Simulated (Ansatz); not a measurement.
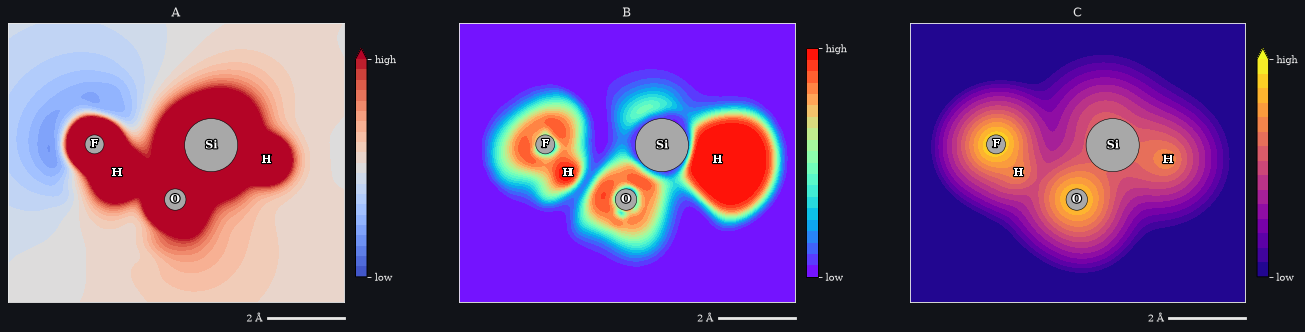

H$_{4}$OSi···HF: 3 fields on the plane of atoms O2, Si1 and H5, with unlabelled colour scales. Grey discs cover the atomic cores.

Level of theory: RKS BLYP-D4/def2-SVP in Ansatz 0.2.0.

Match the panels to the quantities (electron density, electron localisation function and electrostatic potential).

Panel A: electrostatic potential (strongly positive close to the atoms, with negative regions outside electron-rich atoms). Panel B: electron localisation function. Panel C: electron density. From the grid: O2···H8 (1.69 Å): the density falls to about 0.31 e/Å³ on the way; the ELF dips to about 0.15 between them (by its geometry a hydrogen bond between the two molecules, with no shared pair). Si–O (1.72 Å): ρ at the midpoint is about 0.95 e/Å³; the ELF peaks at about 0.90 between the atoms, as expected for a shared but strongly polarised pair.
